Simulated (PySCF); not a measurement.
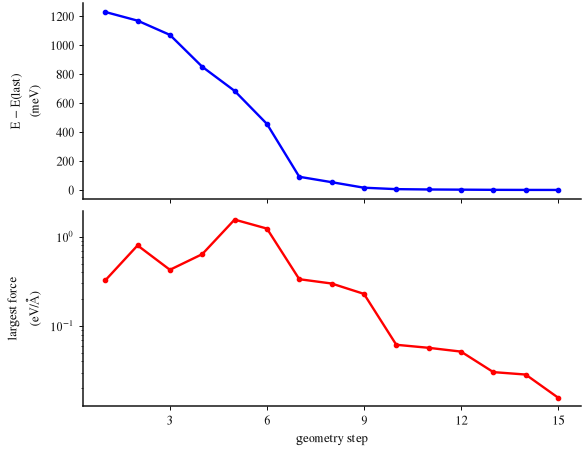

History of a geometry optimisation. an isomer of formula H6LaN3; PBE0-D3(BJ)/def2-SVP, geometry optimisation (PySCF 2.14.0, density fitting).

The optimisation met its thresholds at geometry 15, counting the start as the first. The energy fell by about 1200 meV from the first step to the last. The largest force goes from about 0.32 eV/Å at the start to 0.016 eV/Å at the end, with a peak of 1.6 eV/Å at step 5.
